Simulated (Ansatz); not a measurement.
A series of calculations on MgF₂

**1. Relaxation**

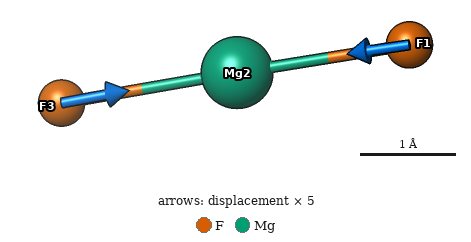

A relaxation of MgF2 (coarse preliminary run). The starting structure is drawn; blue arrows show the displacements, 5 times their true length. The two geometries are superimposed by the best rigid fit.

Style: ball-and-stick. Shown at a tilt.

Level of theory: Ansatz, RKS PBE-D4/def2-SVP.

Input
```yaml
crystal:
  periodic: [false, false, false]
  atoms:
    - {symbol: F, position_ang: [-1.547100, 0.801600, -0.768100]}
    - {symbol: Mg, position_ang: [-0.011400, -0.009100, -0.004300]}
    - {symbol: F, position_ang: [1.547600, -0.857300, 0.759100]}
basis:
  gaussian: {orbitals: def2-SVP}
hamiltonian: {xc: pbe, dispersion: d4}
relax: {f_tol: 0.03, max_steps: 250}
```

**Which element moves most?**

Fluorine: up to 0.15 Å, against 0.01 Å for magnesium.

**What happened in the run?**

F3 moves most after the best rigid fit: 0.15 Å. Largest moves by element: F 0.15 Å, Mg 0.01 Å. Near-neighbour distances that change, for instance: Mg2–F3 1.932 → 1.769 Å, F1–Mg2 1.897 → 1.769 Å. The optimiser took 4 steps.

**2. A change**

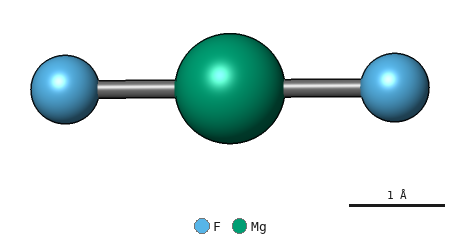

Reference structure: MgF$_{2}$. A ball-and-stick model, seen at a tilt.

Computed with RKS r2SCAN-D4/def2-TZVPP in Ansatz 0.2.0. 

The variant: All atoms are moved at random (σ = 0.09 Å) from the PBE0-D4/def2-TZVP minimum.

**Predict the response.**

It costs 15.9 kJ/mol. The largest force is 2.7 eV/Å, on an F atom. The forces point partly back along the displacements (cosine −0.48). At other levels of theory the same distortion costs 20.2 kJ/mol (RKS PBE-D4/def2-TZVPP), 15.2 kJ/mol (RKS PBE0-D4/def2-TZVPP), 16.7 kJ/mol (RKS wB97M-V/def2-TZVPP), 15.9 kJ/mol (RHF-CCSD(T), frozen core/def2-TZVPP). Among the bonded contacts that change: F–Mg 1.746 → 1.653 to 1.707 Å. Bond angles that change, for instance: F–Mg–F 180.0° → 167.2°.

The changed structure in the same view:

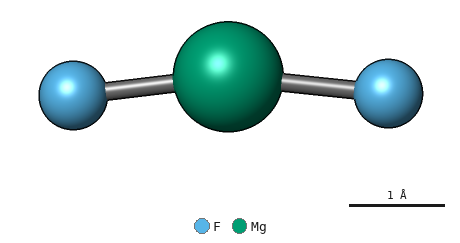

**3. Distortion**

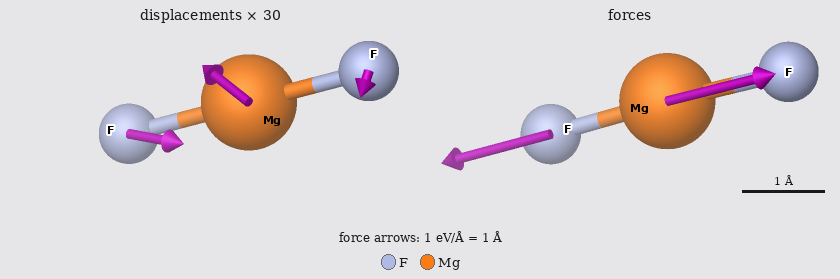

Left: MgF$_{2}$, with purple arrows for the displacements applied to it. Right: the displaced structure with the computed forces. A ball-and-stick model, seen at a tilt.

Level of theory: Ansatz 0.2.0, RKS PBE-D4/def2-TZVPP. 

Question: Where do the forces point?

Answer: All atoms are moved at random (σ = 0.04 Å) from the PBE0-D4/def2-TZVP minimum. The energy rises by 4.30 kJ/mol. The largest forces, 1.6 eV/Å, act on Mg and F. The forces mostly point back along the displacements (cosine −0.79). At other levels of theory the same distortion costs 3.31 kJ/mol (RKS r2SCAN-D4/def2-TZVPP), 3.13 kJ/mol (RKS PBE0-D4/def2-TZVPP), 3.47 kJ/mol (RKS wB97M-V/def2-TZVPP), 3.28 kJ/mol (RHF-CCSD(T), frozen core/def2-TZVPP). Near-neighbour distances before and after: F–Mg 1.746 → 1.697 to 1.765 Å. Bond angles that change, for instance: F–Mg–F 180.0° → 177.8°.

**4. Distortion**

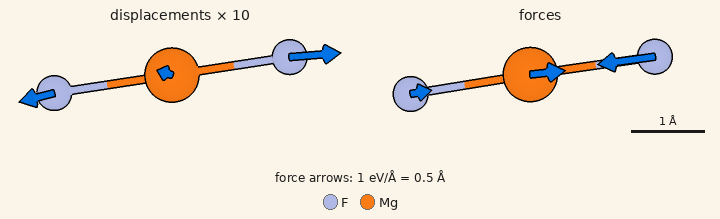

Left: MgF2, with blue arrows for the displacements applied to it. Right: the displaced structure with the computed forces. A ball-and-stick model, seen at a tilt.

The calculation used RKS PBE0-D4/def2-TZVPP (Ansatz 0.2.0). 

### Where do the forces point?

All atoms are moved at random (σ = 0.06 Å) from the PBE0-D4/def2-TZVP minimum. Energy change: +0.106 eV. The largest force is 1.7 eV/Å, on an F atom. The forces mostly point back along the displacements (cosine −0.93). At other levels of theory the same distortion costs 0.056 eV (RKS PBE-D4/def2-TZVPP), 0.099 eV (RKS r2SCAN-D4/def2-TZVPP), 0.094 eV (RKS wB97M-V/def2-TZVPP), 0.101 eV (RHF-CCSD(T), frozen core/def2-TZVPP). Near-neighbour distances before and after: F–Mg 1.746 → 1.776 to 1.848 Å.
